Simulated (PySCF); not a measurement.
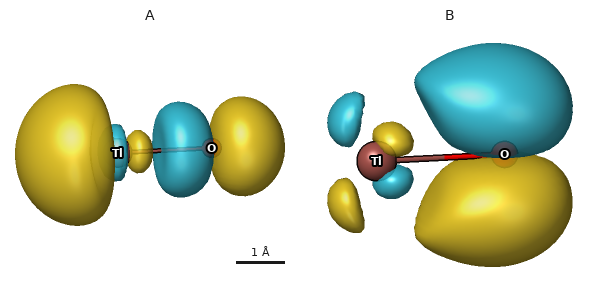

Figure. TlO (charge −1). Two frontier orbitals, each drawn at the value that holds 80 % of its norm (yellow and cyan are the two phases), in no order; of a degenerate pair one member is drawn.

Core potentials replace the inner electrons of Tl.

Level of theory: PBE0/aug-cc-pVDZ(-PP), non-relativistic Hamiltonian with scalar-relativistic core potentials where named, at a bond length of 2.021 Å (PySCF).

**Label each orbital by symmetry, say whether it is occupied, and order them by energy.**

Orbital B: π, occupied, −0.70 eV; mainly on O (80 %).
Orbital A: σ, occupied, −0.39 eV; shared between the atoms (Tl 45 %, O 55 %).
